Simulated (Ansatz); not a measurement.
Consider AlClH$_{2}$···CH$_{4}$.

Input file:

```
crystal:
  periodic: [false, false, false]
  atoms:
    - { symbol: Al, position_ang: [0.0, 0.0, 0.0] }
    - { symbol: C, position_ang: [0.0, 0.0, 2.32] }
    - { symbol: H, position_ang: [-0.9996, -0.3092, 2.6905] }
    - { symbol: H, position_ang: [0.7676, -0.7111, 2.6905] }
    - { symbol: H, position_ang: [0.232, 1.0203, 2.6905] }
    - { symbol: H, position_ang: [1.351, 0.0, -0.78] }
    - { symbol: H, position_ang: [-1.351, 0.0, -0.78] }
    - { symbol: Cl, position_ang: [-0.324, -2.379, 0.7978] }
    - { symbol: H, position_ang: [-0.1783, -1.3093, 2.015] }
basis:
  gaussian: { orbitals: "6-31G*" }
hamiltonian:
  xc: pbe
  dispersion: d4
relax:
  f_tol: 0.15
  max_steps: 25
  restrain:
    - { distance: [0, 7], at: 2.23, k: 30.0 }
    - { distance: [8, 1], at: 1.11, k: 30.0 }
    - { distance: [0, 1], at: 3.17, k: 30.0 }
    - { distance: [8, 7], at: 2.57, k: 30.0 }
output:
  orbitals: {}
```

Launched as:

```sh
ansatz run input.yaml --threads 1 --pin off --max-ram 2048MiB --backend cpu --events-out ev --progress --plain --runs-dir out
```

The fields are those of the run's last geometry, not of the input's.

Not at a stationary point (largest force 0.9 eV/Å).

These are results of RKS PBE-D4/6-31G* (Ansatz 0.2.0), not measurements.

**Predict the electron density and electron localisation function between the atoms.**

Al1···H9 (2.62 Å): the density falls to about 0.07 e/Å³ on the way; the ELF climbs to about 1 towards the hydrogen.
Al–Cl (2.20 Å): the density is about 0.61 e/Å³ at the midpoint; the ELF peaks at about 0.90 in the valence shell of Cl, 0.8 Å from its nucleus, and is about 0.85 at the midpoint.
C–H (1.11 Å): ρ at the midpoint is about 1.8 e/Å³; the ELF climbs to about 1 towards the hydrogen: a covalent bond by its length.

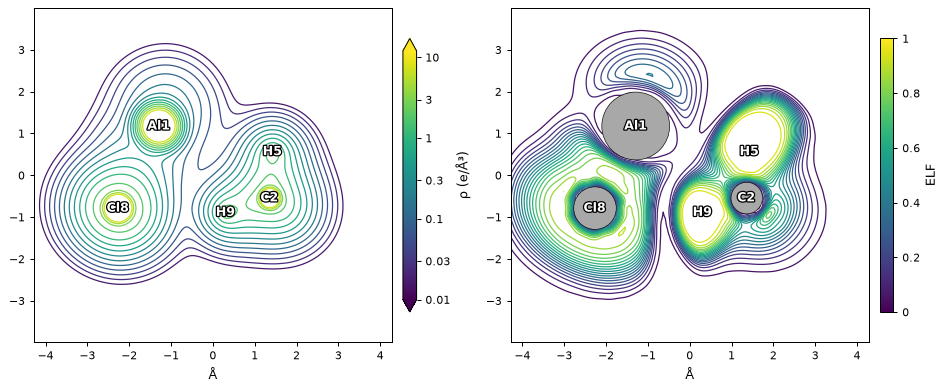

Computed electron density and electron localisation function on the plane of atoms H5, C2 and H9, in this order. Grey discs cover the atomic cores in the ELF map. 
